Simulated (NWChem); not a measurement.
## Energy and gradient calculation of HIO (part 1 of 2)

The run: energy and gradient calculation of HIO (hypoiodous acid), SMILES OI. Method and program: HF/3-21G, RHF (NWChem 7.3.0).

The geometry comes from this level: PBE0-D4/def2-TZVP.

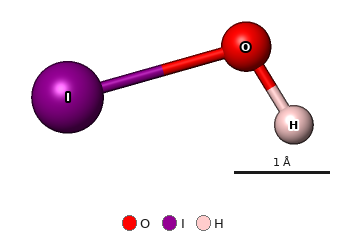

**Figure 1.** The structure (ball-and-stick view, seen on its broad side).

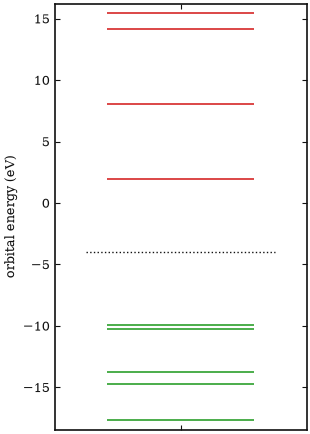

**Figure 2.** Orbital energies near the frontier; the dotted line parts filled from empty levels, and levels within 0.02 eV of each other stand side by side. Highest filled −9.89 eV, lowest empty 1.98 eV, 11.87 eV apart.

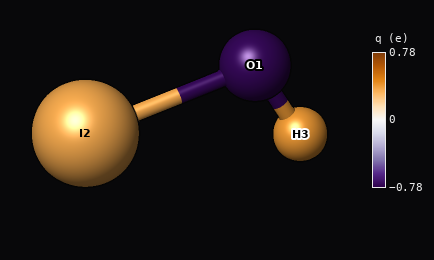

**Figure 3.** Mulliken charges, as the colour of each atom (ball-and-stick view, seen at a tilt; atoms are numbered from 1 in the order of the input). By element: O −0.74, I +0.35 and H +0.40 e.

These pictures come from the run below.

Input
```
START run
TITLE "HIO gradient"
memory 2200 mb

GEOMETRY units angstroms noautosym nocenter noautoz
  O    -0.376230   -0.467640   -0.253400
  I     1.247110    0.130190    0.697040
  H    -0.870890    0.337450   -0.443630
END

BASIS "ao basis" spherical bse
  * library 3-21G
END

SCF
  thresh 1e-08
  maxiter 80
END

TASK scf gradient
```

Run as:
```bash
nwchem run.nw > run.out
```

Log
```
Northwest Computational Chemistry Package (NWChem) 7.3.0
             --------------------------------------------------------

           Job information
           ---------------

    nwchem branch   = 7.3.0
    use scalapack   = T
    input           = run.nw
    prefix          = run.
    data base       = ./run.db
    status          = startup
    nproc           =        1

           Memory information
           ------------------

    heap     =     72089598 doubles =      550.0 Mbytes
    stack    =     72089595 doubles =      550.0 Mbytes
    global   =    144179200 doubles =     1100.0 Mbytes (distinct from heap & stack)
    total    =    288358393 doubles =     2200.0 Mbytes
    verify   = yes
    hardfail = no

           Directory information
           ---------------------

  0 permanent = .
  0 scratch   = .

                                NWChem Input Module
                                -------------------

                                   HIO gradient
                                   ------------

 Scaling coordinates for geometry "geometry" by  1.889725989
 (inverse scale =  0.529177249)

                             Geometry "geometry" -> ""
                             -------------------------

 Output coordinates in angstroms (scale by  1.889725989 to convert to a.u.)

  No.       Tag          Charge          X              Y              Z
 ---- ---------------- ---------- -------------- -------------- --------------
    1 O                    8.0000    -0.37623000    -0.46764000    -0.25340000
    2 I                   53.0000     1.24711000     0.13019000     0.69704000
    3 H                    1.0000    -0.87089000     0.33745000    -0.44363000

      Atomic Mass
      -----------

      O                 15.994910
      I                126.900400
      H                  1.007825

 Effective nuclear repulsion energy (a.u.)     129.6812259834

            Nuclear Dipole moment (a.u.)
            ----------------------------
        X                 Y               Z
 ---------------- ---------------- ----------------
   117.5713810781     6.6072379465    65.1431822989

            XYZ format geometry
            -------------------
     3
 geometry
 O                    -0.37623000    -0.46764000    -0.25340000
 I                     1.24711000     0.13019000     0.69704000
 H                    -0.87089000     0.33745000    -0.44363000

 ==============================================================================
                                internuclear distances
 ------------------------------------------------------------------------------
       center one      |      center two      | atomic units |  angstroms
 ------------------------------------------------------------------------------
    2 I                |   1 O                |     3.72998  |     1.97382
    3 H                |   1 O                |     1.82145  |     0.96387
 ------------------------------------------------------------------------------
                         number of included internuclear distances:          2
 ==============================================================================

 ==============================================================================
                                 internuclear angles
 ------------------------------------------------------------------------------
        center 1       |       center 2       |       center 3       |  degrees
 ------------------------------------------------------------------------------
    2 I                |   1 O                |   3 H                |   105.31
 ------------------------------------------------------------------------------
                            number of included internuclear angles:          1
 ==============================================================================

 Summary of "ao basis" -> "" (spherical)
 ------------------------------------------------------------------------------
       Tag                 Description            Shells   Functions and Types
 ---------------- ------------------------------  ------  ---------------------
 *                           3-21G                    on all atoms

                      Basis "ao basis" -> "ao basis" (spherical)
                      -----
  [basis functions not shown]

 Summary of "ao basis" -> "ao basis" (spherical)
 ------------------------------------------------------------------------------
       Tag                 Description            Shells   Functions and Types
 ---------------- ------------------------------  ------  ---------------------
 O                           3-21G                   5        9   3s2p
 I                           3-21G                  13       31   6s5p2d
 H                           3-21G                   2        2   2s

                                 NWChem SCF Module
                                 -----------------

                                   HIO gradient

  ao basis        = "ao basis"
  functions       =    42
  atoms           =     3
  closed shells   =    31
  open shells     =     0
  charge          =   0.00
  wavefunction    = RHF
  input vectors   = atomic
  output vectors  = ./run.movecs
  use symmetry    = F
  symmetry adapt  = F

 Summary of "ao basis" -> "ao basis" (spherical)
 ------------------------------------------------------------------------------
       Tag                 Description            Shells   Functions and Types
 ---------------- ------------------------------  ------  ---------------------
 O                           3-21G                   5        9   3s2p
 I                           3-21G                  13       31   6s5p2d
 H                           3-21G                   2        2   2s

 Forming initial guess at       0.0s

      Superposition of Atomic Density Guess
      -------------------------------------

 Sum of atomic energies:       -6962.17660527

      Non-variational initial energy
      ------------------------------

 Total energy =   -6962.329785
 1-e energy   =   -9838.425769
 2-e energy   =    2746.414759
 HOMO         =      -0.286665
 LUMO         =      -0.083764

 Starting SCF solution at       0.2s

 ----------------------------------------------
         Quadratically convergent ROHF

 Convergence threshold     :          1.000E-08
 Maximum no. of iterations :           80
 Final Fock-matrix accuracy:          1.000E-10
 ----------------------------------------------

              iter       energy          gnorm     gmax       time
             ----- ------------------- --------- --------- --------
                 1    -6962.2578684009  5.87D-01  2.40D-01      0.3
                 2    -6962.2772685109  2.01D-01  1.02D-01      0.4
                 3    -6962.2797542399  3.83D-02  1.80D-02      0.5
                 4    -6962.2798425421  7.86D-04  4.17D-04      0.9
                 5    -6962.2798427425  2.27D-07  7.67D-08      1.5
                 6    -6962.2798427426  3.62D-10  1.97D-10      2.0

       Final RHF  results
       ------------------

         Total SCF energy =  -6962.279842742559
      One-electron energy =  -9838.163135172459
      Two-electron energy =   2746.202066446510
 Nuclear repulsion energy =    129.681225983391

        Time for solution =      1.9s

             Final eigenvalues
             -----------------

              1
    1 *********
    2 -180.0776
    3 -168.3204
    4 -168.3191
    5 -168.3190
    6  -37.8480
    7  -32.7405
    8  -32.7353
    9  -32.7352
   10  -24.1918
   11  -24.1897
   12  -24.1896
   13  -24.1843
   14  -24.1843
   15  -20.4803
   16   -7.2767
   17   -5.4118
   18   -5.3975
   19   -5.3969
   20   -2.4562
   21   -2.4496
   22   -2.4489
   23   -2.4328
   24   -2.4328
   25   -1.3424
   26   -0.8468
   27   -0.6490
   28   -0.5425
   29   -0.5057
   30   -0.3755
   31   -0.3635
   32    0.0728
   33    0.2967
   34    0.5189
   35    0.5667
   36    0.5696
   37    0.5818
   38    1.2284
   39    1.7632
   40    1.8544
   41    1.9739

                       ROHF Final Molecular Orbital Analysis
                       -------------------------------------

 Vector   22  Occ=2.000000D+00  E=-2.448908D+00
              MO Center=  1.2D+00,  1.3D-01,  7.0D-01, r^2= 2.7D-01
   Bfn.  Coefficient  Atom+Function         Bfn.  Coefficient  Atom+Function
  ----- ------------  ---------------      ----- ------------  ---------------
    38      0.772778  2 I  d  0              39     -0.522283  2 I  d  1
    40     -0.395060  2 I  d  2              33     -0.297535  2 I  d  0
    36     -0.216408  2 I  d -2              37      0.208908  2 I  d -1
    34      0.201090  2 I  d  1              35      0.152106  2 I  d  2
```
